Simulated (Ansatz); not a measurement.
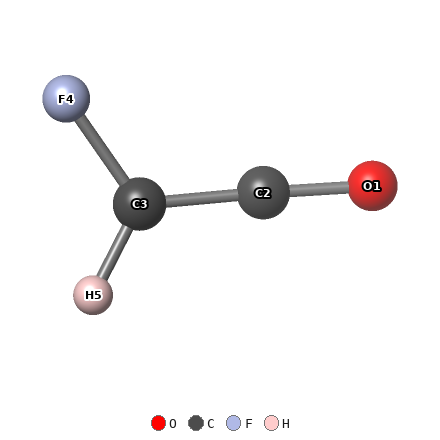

The system is C₂HFO, SMILES O=C=CF; the picture shows the reference structure. 
- First axis: bond length C2–C3. Second axis: angle C2–C3–F4.
- Nothing is relaxed (all other coordinates rigid).
- The grid has 7 × 7 points.
- Points are written as (first, second).
- Energies are in eV, from the lowest grid point.
- Computed with RKS wB97X-V/def2-TZVP in Ansatz 0.2.0.

Its coordinates:

```xyz
5

O     0.6289   -1.3172    1.3251
C     0.2675   -0.5336    0.5491
C    -0.1155    0.3812   -0.3196
F    -1.1427    0.1232   -1.1650
H     0.3618    1.3465   -0.3896
```

Range: bond length C2–C3 from 1.107 to 1.714 Å; angle C2–C3–F4 from 84.9 to 154.9°.

Q: What will the energy surface look like?

A: The lowest grid point is at (1.310 Å, 119.9°). No other kind of well shows on this grid. The highest grid point, (1.714 Å, 154.9°), lies 3.68 eV above the lowest. Round the minimum the two coordinates are weakly coupled (coupling 0.05 in units of the two stiffnesses).

```tsv
angle C2–C3–F4 ↓, bond length C2–C3 →	1.107	1.209	1.310	1.411	1.512	1.613	1.714
154.9	2.87	1.42	1.11	1.44	2.10	2.88	3.68
143.3	2.43	0.89	0.52	0.79	1.41	2.18	2.99
131.6	2.15	0.55	0.13	0.37	0.97	1.74	2.56
119.9	2.09	0.45	0.00	0.22	0.81	1.57	2.39
108.3	2.29	0.62	0.15	0.35	0.92	1.68	2.49
96.6	2.77	1.08	0.60	0.79	1.36	2.10	2.88
84.9	3.59	1.88	1.38	1.57	2.13	2.86	3.62
```

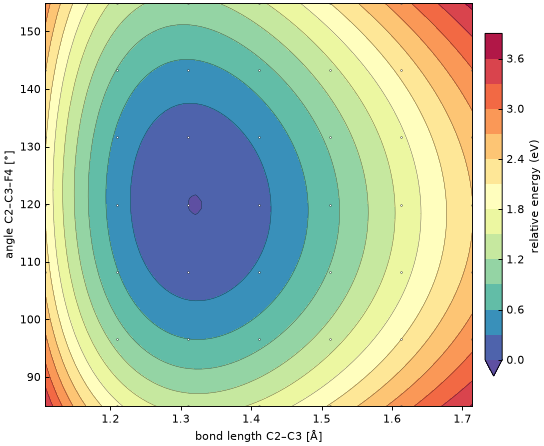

In the figure: filled contours, dots at the grid points. Between grid points the surface is interpolated.

Time for the 49 points that were run: 8.2 min on 1 thread of Arm Neoverse V1, on a shared host.
